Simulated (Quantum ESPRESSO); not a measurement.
# Collinear magnetic orders of TlFe2S2 with Quantum ESPRESSO, part 2 of 2

Wanted: the moments of TlFe2S2 and the energy of each order that was tried.

Quantum ESPRESSO 7.5; LDA with U = 3.6 eV on Fe d (ortho-atomic projectors); plane waves with GBRV 1.5 LDA potentials, no spin-orbit coupling.

So far: The structure; Run 1 (ferro ++).

**3. Start 2: antiferro +−**

pw.in reads:

```
&CONTROL
  calculation = 'scf'
  prefix = 'pwscf'
  outdir = './tmp'
  pseudo_dir = './pseudo'
  disk_io = 'nowf'
/
&SYSTEM
  ibrav = 0
  nat = 5
  ntyp = 4
  ecutwfc = 40
  ecutrho = 480
  nbnd = 38
  occupations = 'smearing'
  smearing = 'fd'
  degauss = 0.01469973
  nspin = 2
  starting_magnetization(1) = 0
  starting_magnetization(2) = 0.25
  starting_magnetization(3) = -0.25
  starting_magnetization(4) = 0
/
&ELECTRONS
  conv_thr = 1d-08
  electron_maxstep = 150
  mixing_beta = 0.3
/
ATOMIC_SPECIES
Tl    204.3800 tl_lda_v1.2.uspp.F.UPF
Fe1    55.8450 fe_lda_v1.5.uspp.F.UPF
Fe2    55.8450 fe_lda_v1.5.uspp.F.UPF
S      32.0600 s_lda_v1.4.uspp.F.UPF
CELL_PARAMETERS bohr
  -3.4260961407    3.4260961407   13.7278474022
   3.4260961407   -3.4260961407   13.7278474022
   3.4260961407    3.4260961407  -13.7278474022
ATOMIC_POSITIONS crystal
Tl      0.0000000000    0.0000000000    0.0000000000
Fe1     0.7500000000    0.2500000000    0.5000000000
Fe2     0.2500000000    0.7500000000    0.5000000000
S       0.6472830000    0.6472830000    0.0000000000
S       0.3527170000    0.3527170000    0.0000000000
K_POINTS automatic
6 6 6 0 0 0
HUBBARD {ortho-atomic}
U Fe1-3d 3.6000
U Fe2-3d 3.6000
```

Command:

```bash
$ OMP_NUM_THREADS=1 mpirun -n 2 pw.x -nk 2 -in pw.in > pw.out
```

Log:

```text
[banner, memory and clock lines left out]
Program PWSCF v.7.5 starts

     Message from routine setup:
     using ibrav=0 with symmetry is DISCOURAGED, use correct ibrav instead

     bravais-lattice index     =            0
     lattice parameter (alat)  =      14.5578  a.u.
     unit-cell volume          =     644.5573 (a.u.)^3
     number of atoms/cell      =            5
     number of atomic types    =            4
     number of electrons       =        57.00
     number of Kohn-Sham states=           38
     kinetic-energy cutoff     =      40.0000  Ry
     charge density cutoff     =     480.0000  Ry
     scf convergence threshold =      1.0E-08
     mixing beta               =       0.3000
     number of iterations used =            8  plain     mixing
     Exchange-correlation=  SLA  PZ   NOGX NOGC
                           (   1   1   0   0   0   0   0)
     Hubbard projectors: ortho-atomic
     Hubbard parameters of DFT+U (Dudarev formulation) in eV:
     U(Fe1-3d) =  3.6000
     U(Fe2-3d) =  3.6000

     Internal variables: lda_plus_u =T, lda_plus_u_kind = 0

     Internal variables: orbital_resolved =F, hub_pot_fix =F, apply_U = F

     celldm(1)=  14.557818  celldm(2)=   0.000000  celldm(3)=   0.000000
     celldm(4)=   0.000000  celldm(5)=   0.000000  celldm(6)=   0.000000

     crystal axes: (cart. coord. in units of alat)
               a(1) = (  -0.235344   0.235344   0.942988 )
               a(2) = (   0.235344  -0.235344   0.942988 )
               a(3) = (   0.235344   0.235344  -0.942988 )

     reciprocal axes: (cart. coord. in units 2 pi/alat)
               b(1) = (  0.000000  2.124549  0.530229 )
               b(2) = (  2.124549  0.000000  0.530229 )
               b(3) = (  2.124549  2.124549  0.000000 )

     PseudoPot. # 1 for Tl read from file:
     tl_lda_v1.2.uspp.F.UPF
     Pseudo is Ultrasoft + core correction, Zval = 13.0

     PseudoPot. # 2 for Fe read from file:
     fe_lda_v1.5.uspp.F.UPF
     Pseudo is Ultrasoft + core correction, Zval = 16.0

     PseudoPot. # 3 for Fe read from file:
     fe_lda_v1.5.uspp.F.UPF
     Pseudo is Ultrasoft + core correction, Zval = 16.0

     PseudoPot. # 4 for S  read from file:
     s_lda_v1.4.uspp.F.UPF
     Pseudo is Ultrasoft + core correction, Zval =  6.0

     atomic species   valence    mass     pseudopotential
     Tl               13.00   204.38000     Tl( 1.00)
     Fe1              16.00    55.84500     Fe( 1.00)
     Fe2              16.00    55.84500     Fe( 1.00)
     S                 6.00    32.06000     S ( 1.00)

     Starting magnetic structure
     atomic species   magnetization
     Tl              0.000
     Fe1             0.250
     Fe2            -0.250
     S               0.000

      8 Sym. Ops. (no inversion) found

   Cartesian axes

     site n.     atom                  positions (alat units)
         1        Tl     tau(   1) = (   0.0000000   0.0000000   0.0000000  )
         2        Fe1    tau(   2) = (   0.0000000   0.2353441   0.4714940  )
         3        Fe2    tau(   3) = (   0.2353441   0.0000000   0.4714940  )
         4        S      tau(   4) = (  -0.0000000   0.0000000   1.2207602  )
         5        S      tau(   5) = (   0.0000000   0.0000000   0.6652158  )

     number of k points=    30  Fermi-Dirac smearing, width (Ry)=  0.0147
                       cart. coord. in units 2pi/alat
        k(    1) = (   0.0000000   0.0000000   0.0000000), wk =   0.0046296
        k(    2) = (   0.3540915   0.3540915   0.0000000), wk =   0.0185185
        k(    3) = (   0.7081830   0.7081830   0.0000000), wk =   0.0185185
        k(    4) = (  -1.0622745  -1.0622745   0.0000000), wk =   0.0092593
        k(    5) = (   0.3540915   0.0000000   0.0883716), wk =   0.0370370
        [... 25 further k-points ...]

     Dense  grid:   114403 G-vectors     FFT dimensions: ( 108, 108, 108)

     Smooth grid:    22091 G-vectors     FFT dimensions: (  60,  60,  60)

     Check: negative core charge=   -0.000009
     Generating pointlists ...
     new r_m :   0.1788 (alat units)  2.6033 (a.u.) for type    1
     new r_m :   0.1257 (alat units)  1.8305 (a.u.) for type    2
     new r_m :   0.1257 (alat units)  1.8305 (a.u.) for type    3
     new r_m :   0.1257 (alat units)  1.8305 (a.u.) for type    4

     Initial potential from superposition of free atoms

     starting charge      54.9965, renormalised to      57.0000

     negative rho (up, down):  2.515E-02 2.515E-02

     STARTING HUBBARD OCCUPATIONS:

     =================== HUBBARD OCCUPATIONS ===================
     ------------------------ ATOM    2 ------------------------
     Tr[ns(  2)] (up, down, total) =   5.00000  0.00000  5.00000
     Atomic magnetic moment for atom   2 =   5.00000
     [... lines left out ...]
     ------------------------ ATOM    3 ------------------------
     Tr[ns(  3)] (up, down, total) =   0.00000  5.00000  5.00000
     Atomic magnetic moment for atom   3 =  -5.00000
     [... lines left out ...]
     Number of occupied Hubbard levels =   10.0000

     Atomic wfc used for Hubbard projectors are orthogonalized

     Starting wfcs are   43 randomized atomic wfcs

     Self-consistent Calculation

     iteration #  1     ecut=    40.00 Ry     beta= 0.30
     Davidson diagonalization with overlap
     ethr =  1.00E-02,  avg # of iterations =  3.0

     =================== HUBBARD OCCUPATIONS ===================
     ------------------------ ATOM    2 ------------------------
     Tr[ns(  2)] (up, down, total) =   4.82094  2.43096  7.25190
     Atomic magnetic moment for atom   2 =   2.38997
     [... lines left out ...]
     ------------------------ ATOM    3 ------------------------
     Tr[ns(  3)] (up, down, total) =   2.43037  4.82096  7.25133
     Atomic magnetic moment for atom   3 =  -2.39059
     [... lines left out ...]
     Number of occupied Hubbard levels =   14.5032

     negative rho (up, down):  2.596E-02 2.596E-02

     total energy              =    -691.25422706 Ry
     estimated scf accuracy    <       6.59347233 Ry

     total magnetization       =    -0.00 Bohr mag/cell
     absolute magnetization    =     5.12 Bohr mag/cell

     iteration #  2     ecut=    40.00 Ry     beta= 0.30
     Davidson diagonalization with overlap
     ethr =  1.00E-02,  avg # of iterations =  4.4

     negative rho (up, down):  2.573E-02 2.573E-02

     total energy              =    -691.55734340 Ry
     estimated scf accuracy    <      16.62644194 Ry

     total magnetization       =     0.01 Bohr mag/cell
     absolute magnetization    =     6.97 Bohr mag/cell

     [... further iterations left out ...]

     iteration # 32     ecut=    40.00 Ry     beta= 0.30
     Davidson diagonalization with overlap
     ethr =  5.84E-11,  avg # of iterations =  5.9

     negative rho (up, down):  2.419E-02 2.419E-02

     total energy              =    -693.39885866 Ry
     estimated scf accuracy    <       0.00000002 Ry

     total magnetization       =     0.00 Bohr mag/cell
     absolute magnetization    =     6.18 Bohr mag/cell

     iteration # 33     ecut=    40.00 Ry     beta= 0.30
     Davidson diagonalization with overlap
     ethr =  3.41E-11,  avg # of iterations =  2.7

     negative rho (up, down):  2.419E-02 2.419E-02

     Magnetic moment per site  (integrated on atomic sphere of radius R)
     atom   1 (R=0.179)  charge= 11.5499  magn=  0.0000
     atom   2 (R=0.126)  charge= 14.1315  magn=  2.8206
     atom   3 (R=0.126)  charge= 14.1315  magn= -2.8205
     atom   4 (R=0.126)  charge=  3.9601  magn=  0.0000
     atom   5 (R=0.126)  charge=  3.9601  magn=  0.0000

     End of self-consistent calculation

     =================== HUBBARD OCCUPATIONS ===================
     ------------------------ ATOM    2 ------------------------
     Tr[ns(  2)] (up, down, total) =   4.69691  1.73066  6.42757
     Atomic magnetic moment for atom   2 =   2.96625
     [... lines left out ...]
     ------------------------ ATOM    3 ------------------------
     Tr[ns(  3)] (up, down, total) =   1.73071  4.69689  6.42760
     Atomic magnetic moment for atom   3 =  -2.96618
     [... lines left out ...]
     Number of occupied Hubbard levels =   12.8552

     [... lines left out ...]
     the Fermi energy is    10.5265 ev

!    total energy              =    -693.39885870 Ry
     estimated scf accuracy    <          1.2E-09 Ry
     smearing contrib. (-TS)   =      -0.02557333 Ry
     internal energy E=F+TS    =    -693.37328537 Ry

     The total energy is F=E-TS. E is the sum of the following terms:
     one-electron contribution =    -512.24070180 Ry
     hartree contribution      =     284.20313003 Ry
     xc contribution           =    -136.61810902 Ry
     ewald contribution        =    -328.98714352 Ry
     Hubbard energy            =       0.26953894 Ry

     total magnetization       =     0.00 Bohr mag/cell
     absolute magnetization    =     6.18 Bohr mag/cell

     convergence has been achieved in  33 iterations
```

Run time: 9.5 min. Hardware: 2 MPI ranks of Arm Neoverse V1, shared host; peak memory 0.89 GiB.

Spin moment in the atom's sphere by atom:

```tsv
atom	spin moment in the atom's sphere (μB)
Tl1	0.00
Fe2	2.82
Fe3	-2.82
S4	0.00
S5	0.00
```

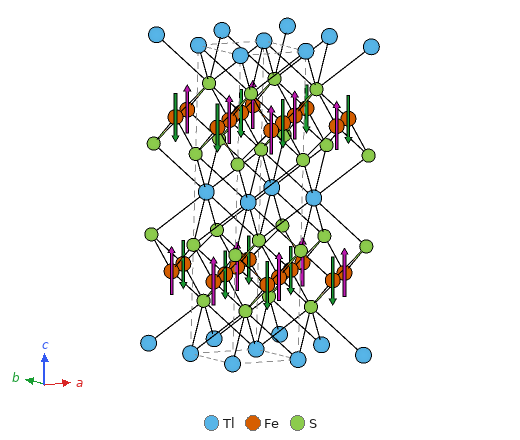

Spin moment in the atom's sphere as arrows, the longest 2.82 μB. Up and down stand for the sign. Arrows give size and sign along the axis of quantisation, drawn up and down the page. The two directions have two colours. 2×2×1 conventional cells are drawn. Some periodic images of atoms are drawn too.

Read from the output:

```yaml
smearing_term_ts: 0.3479 eV
magnetization: 0 μB
absolute_magnetization: 6.184 μB
final_state: antiferromagnetic
```

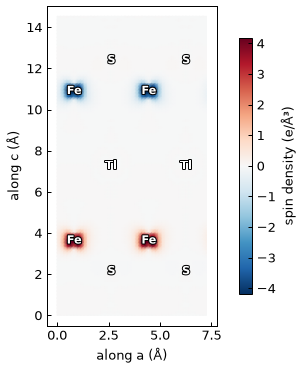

Spin density in the ac plane of the conventional cell at fractional y = 0.000, with atoms of Tl and Fe and S within 0.2 Å of it. The map starts off the cell's origin, so that atoms lie inside it.

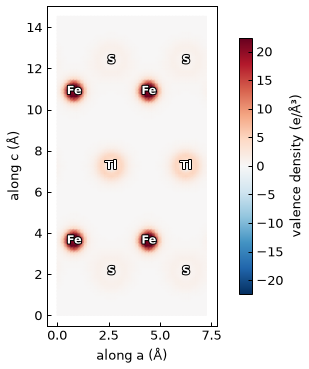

Valence density in the ac plane of the conventional cell at fractional y = 0.000, with atoms of Tl and Fe and S within 0.2 Å of it. It is the smooth field of the valence electrons, not physical close to the nuclei. The map starts off the cell's origin, so that atoms lie inside it.

**4. Run 3 (no spin polarisation)**

pw.in reads:

```
&CONTROL
  calculation = 'scf'
  prefix = 'pwscf'
  outdir = './tmp'
  pseudo_dir = './pseudo'
  disk_io = 'nowf'
/
&SYSTEM
  ibrav = 0
  nat = 5
  ntyp = 3
  ecutwfc = 40
  ecutrho = 480
  nbnd = 38
  occupations = 'smearing'
  smearing = 'fd'
  degauss = 0.01469973
/
&ELECTRONS
  conv_thr = 1d-08
  electron_maxstep = 150
  mixing_beta = 0.3
/
ATOMIC_SPECIES
Tl    204.3800 tl_lda_v1.2.uspp.F.UPF
Fe     55.8450 fe_lda_v1.5.uspp.F.UPF
S      32.0600 s_lda_v1.4.uspp.F.UPF
CELL_PARAMETERS bohr
  -3.4260961407    3.4260961407   13.7278474022
   3.4260961407   -3.4260961407   13.7278474022
   3.4260961407    3.4260961407  -13.7278474022
ATOMIC_POSITIONS crystal
Tl      0.0000000000    0.0000000000    0.0000000000
Fe      0.7500000000    0.2500000000    0.5000000000
Fe      0.2500000000    0.7500000000    0.5000000000
S       0.6472830000    0.6472830000    0.0000000000
S       0.3527170000    0.3527170000    0.0000000000
K_POINTS automatic
6 6 6 0 0 0
HUBBARD {ortho-atomic}
U Fe-3d 3.6000
```

Log:

```text
     [... lines left out ...]
Program PWSCF v.7.5 starts
     [... lines left out ...]
     number of atoms/cell      =            5
     [... lines left out ...]
     number of electrons       =        57.00
     number of Kohn-Sham states=           38
     kinetic-energy cutoff     =      40.0000  Ry
     charge density cutoff     =     480.0000  Ry
     scf convergence threshold =      1.0E-08
     [... lines left out ...]
     16 Sym. Ops., with inversion, found
     [... lines left out ...]
     number of k points=    30  Fermi-Dirac smearing, width (Ry)=  0.0147
     [... lines left out ...]
     iteration # 17     ecut=    40.00 Ry     beta= 0.30
     [... lines left out ...]
     Tr[ns(  2)] =   6.63129
     [... lines left out ...]
     Tr[ns(  3)] =   6.63129
     [... lines left out ...]
     the Fermi energy is    10.0545 ev
!    total energy              =    -693.19411498 Ry
     estimated scf accuracy    <          9.0E-09 Ry
     smearing contrib. (-TS)   =      -0.05307202 Ry
     [... lines left out ...]
     convergence has been achieved in  17 iterations
```

The job ended after 2.6 min (2 MPI ranks; peak memory 0.7 GiB; 5.2 min of CPU time).

Numbers from this step:

* smearing term TS: 0.7221 eV
* final state: non-magnetic (no spin polarisation)

**5. Energies of the orders**

An order is kept where moments of 0.15 μB or more survive with the typed signs; meshes match where a doubled cell samples the same k points as the first cell.

Orders:

```tsv
start	final state	typed order kept	energy over the lowest (meV a seeded atom)	largest site moment (μB)	net moment (μB a cell of the first run)	mesh matched	CPU time (s)
ferro ++	ferromagnetic	yes	0	3.129	6.846	yes	723.3
antiferro +-	antiferromagnetic	yes	191.7	2.821	0	yes	1137
no spin polarisation	non-magnetic	-	1585	0	0	yes	310.7
```

**6. Fillings of the first corrected shells**

```tsv
start	type	spin	occupation numbers
ferro ++	Fe	up	0.951 0.965 0.965 0.968 0.970
ferro ++	Fe	down	0.149 0.227 0.227 0.369 0.582
ferro ++	Fe	up	0.951 0.965 0.965 0.968 0.970
ferro ++	Fe	down	0.149 0.227 0.227 0.369 0.582
antiferro +-	Fe1	up	0.913 0.934 0.946 0.946 0.958
antiferro +-	Fe1	down	0.118 0.162 0.162 0.423 0.866
antiferro +-	Fe2	up	0.118 0.162 0.162 0.423 0.866
antiferro +-	Fe2	down	0.913 0.934 0.946 0.946 0.958
```

**7. What came out**

| Quantity | Value |
| --- | --- |
| moments, largest by run | 3.13, 2.82, 0 μB |
| spread of the energies of the runs with moments | 192 meV a seeded atom |

**Reading.** Under a U these runs seem to end in unlike orbital states: the fillings of their corrected shells differ, or their energies lie too far apart for exchange alone. The differences are then no exchange energies, and the ranking says little of the magnetic order. Seeding all runs from one set of occupation matrices is the usual remedy. Energies are free energies at an electronic temperature of 2320 K, which lowers moments and differences where the moments are itinerant.

[Logs and program files are shortened in this print: banners, set-up blocks, solver, clock and traceback lines can be left out without a mark of their own.]

[Logs are printed without paths, hosts, clocks, repeated set-up lines and the standing remarks that a program may print on its own settings, such as how far it seeks lower states.]

[Hosts, paths, dates, database ids (printed as entryN), source tags and the programs' standing remarks are cut or masked in the printed files.]

[Where a cell is said to come from a database of computed structures, the database is the Materials Project.]
